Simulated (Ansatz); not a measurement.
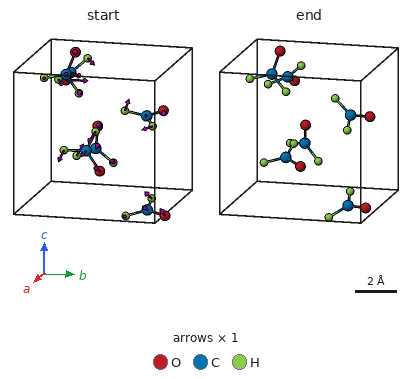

The structure of an amorphous cell of composition H$_{2}$CO before (left) and after (right) a relaxation, at one scale. The purple arrows give the displacements, at their true length.

Style: ball-and-stick. Shown: the cell of the calculation, slightly off an axis.

The cell holds 6 H2CO. The run prepares the start of a later molecular dynamics calculation, from a guessed geometry.

These are results of DFT r2SCAN, scalar-relativistic, plane waves, PAW in Ansatz 0.2.0, not measurements. (plane-wave cutoff 500 eV; k-point mesh 1 × 1 × 1; occupations fermi dirac; smearing width 0.05 eV; no spin polarisation; atoms relaxed in a fixed cell; force threshold 0.3 eV/Å; at most 15 steps)

What changed between the two?

The energy falls by 54.9 meV per atom in 10 accepted moves (12 points after the start). The largest force component goes from 1.7 to 0.3 eV/Å. The line search rejected the trial step at point 9 of the run. 1 step only repeated the SCF at the same geometry. The forces were under the threshold at step 7, but the run went on from there. The atom that moves furthest is an O atom (1.29 Å along [−3 3 −1]). By element the largest moves are O 1.29 Å, H 1.16 Å, C 0.88 Å. The cell doesn't change. Some distances before and after: C–O 1.220 → 1.205 Å, C–H 1.104 → 1.118 Å. The run took 3 min on 1 thread of Arm Neoverse V2, with other jobs on the host, peak memory 0.68 GiB.

Limits of the set-up: the program's low-accuracy preset was used; the periodic images lie only 7.2 Å apart, so the values are limited by the cell's size.
